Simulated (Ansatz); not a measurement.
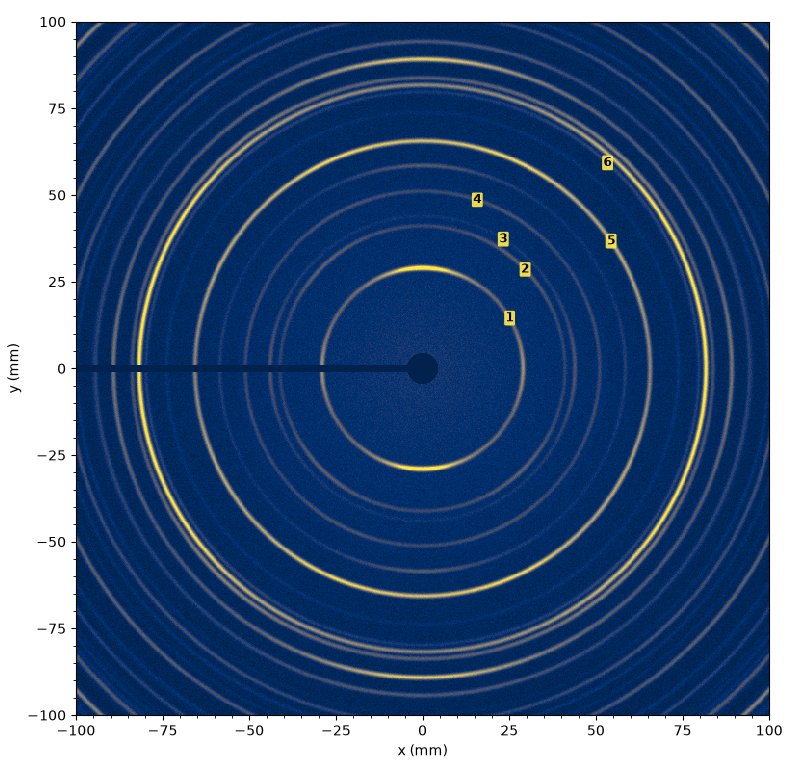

Simulated X-ray powder rings on a flat area detector normal to the beam: λ = 0.5594 Å, sample-to-detector distance 320 mm, axes in mm from the beam centre, for a sample with fibre texture (March–Dollase model, fibre axis vertical in the picture). Kinematic intensities with B = 1.0 Å² for all atoms, without absorption; brightness goes as intensity to the power 0.6, clipped at the top, with counting noise. Reflections closer than the ring width show as one ring.

The sample is RbSn₂Au₄, space group I4/mcm, a = 8.762 Å, b = 8.762 Å, c = 8.205 Å, α = 90.00°, β = 90.00°, γ = 90.00°. Basis of the simulation: the end point of a relaxation (final pressure about 5.2 GPa) with DFT, PAW plane waves, r2scan in Ansatz; the starting structure was generated, so it need not be a known form of this composition.

Q: Measure the numbered rings and index them.

A:
```
ring   radius  2θ (°)  d (Å)  hkl
   1  29.0 mm    5.17   6.20  110
   2  41.1 mm    7.32   4.38  200
   3  43.9 mm    7.82   4.10  002
   4  51.1 mm    9.07   3.54  211
   5  65.6 mm   11.59   2.77  310
   6  79.7 mm   13.99   2.30  312
```

Q: Which lattice planes lie preferentially normal to the fibre axis?

A: The (1 1 0) planes: ring 1 is concentrated at the top and bottom of the pattern (March parameter 0.45).
